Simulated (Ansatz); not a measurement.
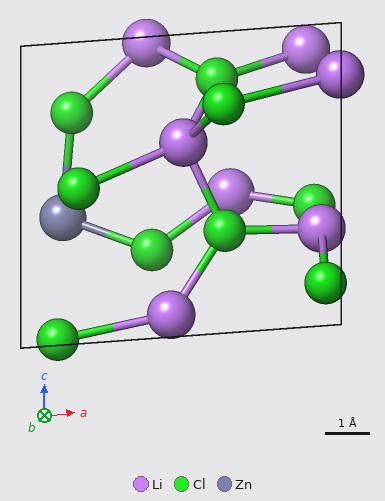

Starting frame of a dynamics run of an amorphous cell of composition Li$_{7}$ZnCl$_{9}$ (17 atoms in the cell). It starts from the last geometry of an earlier run, with fresh velocities. A ball-and-stick model of the simulation cell, seen along the b axis. Bonds to atoms that aren't drawn are left out.

Level of theory: DFT PBE, scalar-relativistic, plane waves, PAW in Ansatz.

The input:
```yaml
crystal:
  lattice:
    - [7.341568, 0.251477, 0.270126]
    - [0.251477, 7.225443, 0.153762]
    - [0.270126, 0.153762, 6.883056]
  atoms:
    - { symbol: Li, position: [0.6501162308, 0.8993875971, 0.4604193349] }
    - { symbol: Li, position: [0.9924319339, 0.2303152864, 0.8243859205] }
    - { symbol: Li, position: [0.9340980711, 0.4528059431, 0.3191981783] }
    - { symbol: Li, position: [0.4656282793, 0.46235597, 0.0698598773] }
    - { symbol: Li, position: [0.3880625947, 0.9231875625, 0.9758088835] }
    - { symbol: Li, position: [0.8858591446, 0.761056656, 0.9154909037] }
    - { symbol: Li, position: [0.5037486008, 0.3899549641, 0.6373066689] }
    - { symbol: Cl, position: [0.1556280715, 0.8697761578, 0.7628011317] }
    - { symbol: Cl, position: [0.9470527703, 0.0748285265, 0.1371013671] }
    - { symbol: Cl, position: [0.1119848842, 0.4779851132, 0.0154344115] }
    - { symbol: Cl, position: [0.4056975661, 0.8613903056, 0.2891206227] }
    - { symbol: Cl, position: [0.1767801178, 0.2896496759, 0.5103652942] }
    - { symbol: Cl, position: [0.6082367163, 0.6264733219, 0.840712312] }
    - { symbol: Cl, position: [0.9115329754, 0.7536068666, 0.3983210122] }
    - { symbol: Cl, position: [0.6327456398, 0.445629281, 0.3354588448] }
    - { symbol: Cl, position: [0.6288700761, 0.0994347891, 0.7551559025] }
    - { symbol: Zn, position: [0.1278452178, 0.9859945636, 0.4182565263] }
  symmetry: { detect: false }
basis:
  ecutwfc: 420
  xc_grid: 1
kpoints:
  mp_grid: { grid: [1, 1, 1], shift: [0.0, 0.0, 0.0] }
hamiltonian:
  xc: pbe
scf:
  occupations: { method: fermi_dirac, width: 0.05 }
  lower_state_search: "off"
  convergence: { dr2_threshold: 1.0e-05 }
output:
  forces: true
  stress: true
md:
  timestep: 1.5
  n_steps: 250
  ensemble: nvt_langevin
  friction: 0.03
  temperature: 300.0
  initial_velocities: maxwell_boltzmann
  seed: 24324
```

Run as
```bash
ansatz run input.yaml --threads 2 --pin off --max-ram 5120MiB --backend cpu --events-out ev --progress --plain --runs-dir out
```

### Predict how the run goes.

Over the second half the temperature averages 271 K (spread ±42 K). The potential energy in the second half lies on average 48.3 meV per atom below the first frame. The mean pressure there is 1.8 GPa. Root-mean-square distances from the starting positions over the second half, with the common drift of all atoms taken out: Li 0.71 Å, Zn 0.34 Å, Cl 0.34 Å. Against the typical shortest distance between atoms in the first frame, about 2.2 Å, the Li atoms make wide excursions, while the Cl and Zn atoms stay at their sites; the run is too short to say whether this is diffusion.

Along the run (each row but the first and the last is the mean over the interval that it begins):

```tsv
time (fs)	potential energy (meV/atom)	T (K)	p (GPa)
0.0	0.0	282	1.8
46.5	-19.4	370	1.8
93.0	-25.4	336	1.4
139.5	-44.8	327	1.5
186.0	-45.1	298	2.2
232.5	-47.7	248	1.7
279.0	-50.5	253	1.2
325.5	-50.0	279	2.0
372.0	-46.8	339	2.3
```

The paths of the atoms:

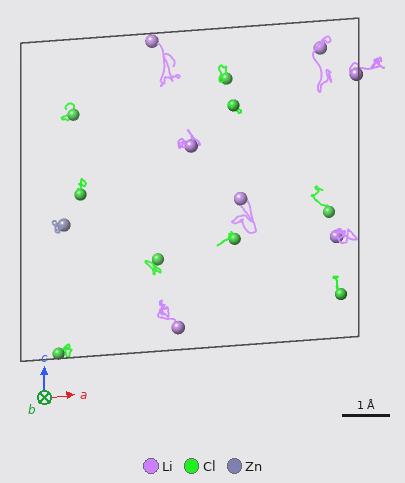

Limits of the set-up: the periodic images lie only 6.9 Å apart, so the values are limited by the cell's size.
